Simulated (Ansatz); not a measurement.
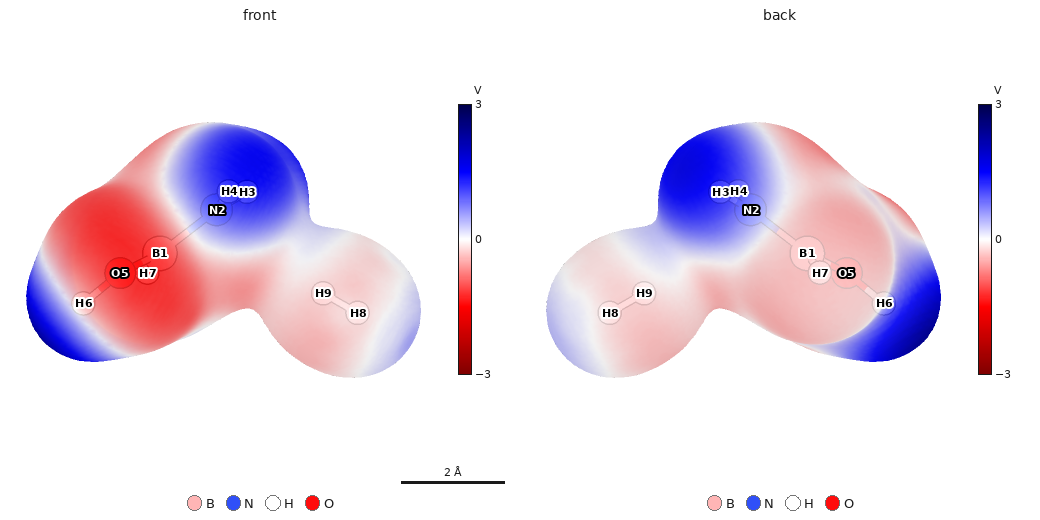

BH$_{4}$NO···H$_{2}$. The molecular electrostatic potential painted on the density surface at 0.002 e/bohr³, seen from the front and from behind; red is negative and blue positive.

Theory: RKS PBE-D4/def2-SVP in Ansatz.

Input

```
crystal:
  periodic: [false, false, false]
  atoms:
    - { symbol: B, position_ang: [0.074058, -0.323328, 0.368764] }
    - { symbol: "N", position_ang: [-0.010482, -0.264949, 1.844503] }
    - { symbol: H, position_ang: [-0.88146, -0.429356, 2.342935] }
    - { symbol: H, position_ang: [0.821474, -0.212271, 2.43195] }
    - { symbol: O, position_ang: [1.312156, -0.256419, -0.214873] }
    - { symbol: H, position_ang: [1.252587, -0.297292, -1.182962] }
    - { symbol: H, position_ang: [-0.955227, -0.465784, -0.270265] }
    - { symbol: H, position_ang: [-0.050532, 2.072046, 0.2323] }
    - { symbol: H, position_ang: [-0.190875, 1.780953, 0.878148] }
basis:
  gaussian: { orbitals: def2-SVP }
hamiltonian:
  xc: pbe
  dispersion: d4
relax:
  f_tol: 0.03
  max_steps: 50
output:
  orbitals: {}
```

Command:

```sh
ansatz run input.yaml --threads 2 --pin off --max-ram 3072MiB --backend cpu --events-out ev --progress --plain --runs-dir out
```

The fields are those of the run's last geometry, not of the input's.

**Describe the electrostatic potential map.**

The most negative region (about −1.4 V) lies over O5, the most positive (about +2.3 V) over H6. O5 is the likeliest acceptor of a hydrogen bond.
